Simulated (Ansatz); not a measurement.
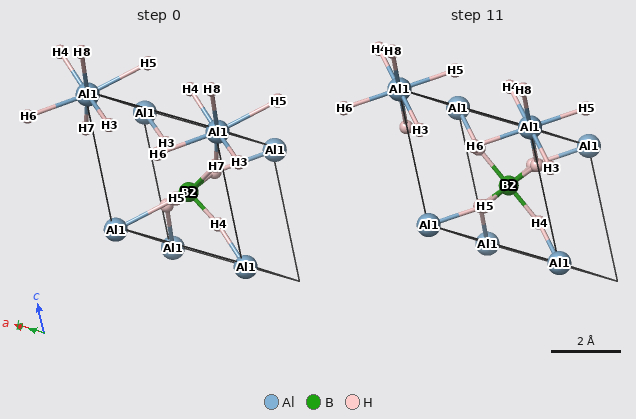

The structure of a crystal of AlBH6 (built on the CuSnF6-2 type type) before (left) and after (right) a relaxation, at one scale.

A ball-and-stick model of the cell of the calculation, reduced to other axes, seen from a free direction. Lengths and directions refer to the drawn axes.

Case: shaken.

The calculation used DFT, PBEsol, plane waves, PAW (Ansatz 0.2.0). Settings: plane-wave cutoff 420 eV; k-point mesh 6 × 6 × 6; occupations fermi dirac; smearing width 0.05 eV; no spin polarisation; cell and atoms relaxed; force threshold 0.01 eV/Å; at most 120 steps.

Describe what moved and what it gained.

H5 moves most relative to the cell: 0.34 Å roughly along [1 0 −1]. Largest moves by element: H 0.34 Å, Al 0.26 Å, B 0.21 Å. The drawn cell changes as follows: a 3.973 → 4.004 Å (+0.8 %), b 4.020 → 4.005 Å (−0.4 %), c 4.238 → 4.257 Å (+0.5 %), α 62.3° → 62.0°, β 62.7° → 62.0°, γ 61.5° → 60.0°; the volume changes by −1.0 %. Near-neighbour distances that change, for instance: Al1–H8 2.030 → 1.744 Å, Al1–H5 1.991 → 1.744 Å, B2–H8 1.201 → 1.404 Å, B2–H3 1.596 → 1.404 Å. Among the angles between lasting bonds that change: H5–B2–H8 121.1° → 91.0°, H3–Al1–H4 154.5° → 180.0°, H5–B2–H6 156.3° → 180.0°. The space group (tolerance 0.01 Å) goes from P1 (No. 1) to R-3 (No. 148). After 9 accepted moves (11 points after the start) the energy has fallen by 1.079 eV per cell of the calculation. Largest force component: 1.9 eV/Å at the start, 0.00075 eV/Å at the end. Pressure: 7.40 GPa at the start and 0.00 GPa at the end. The SCF was repeated twice at an unchanged geometry on a basis and grid sized afresh for the cell, which shifted the energy by 0.7 meV per cell of the calculation at most. The run took 22 s on 4 threads of Arm Neoverse V1 (shared host), peak memory 0.42 GiB.
